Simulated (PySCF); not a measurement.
SMILES C=CCC[SiH3] at its GFN2-xTB optimised geometry (Å):

```
15

C      2.3245    -1.6920    -0.9449
C      1.5944    -1.1560     0.0148
C      1.0603     0.2403     0.0000
C     -0.4716     0.2403     0.0000
Si    -1.2141     1.9902     0.0000
H      2.6087    -1.1299    -1.8200
H      2.6744    -2.7095    -0.8993
H      1.3183    -1.7442     0.8816
H      1.4179     0.7712     0.8874
H      1.4305     0.7682    -0.8811
H     -0.8250    -0.3126     0.8733
H     -0.8204    -0.3135    -0.8746
H     -2.6744     1.8913     0.0080
H     -0.7602     2.7084     1.1937
H     -0.7710     2.7095    -1.1960
```

Computed with PySCF 2.14.0 with B3LYP/def2-TZVP.

Map of the electrostatic potential (hartree/e), clipped to [-0.08, 0.12] on the plane z = 0.8 Å:

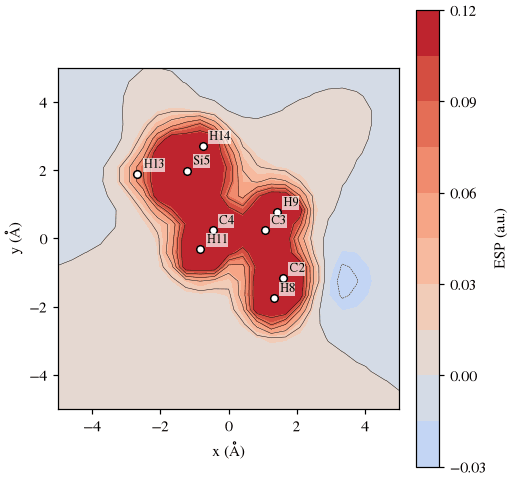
Fig. 1. Electrostatic potential (hartree/e), clipped to [-0.08, 0.12] on the plane z = 0.8 Å.
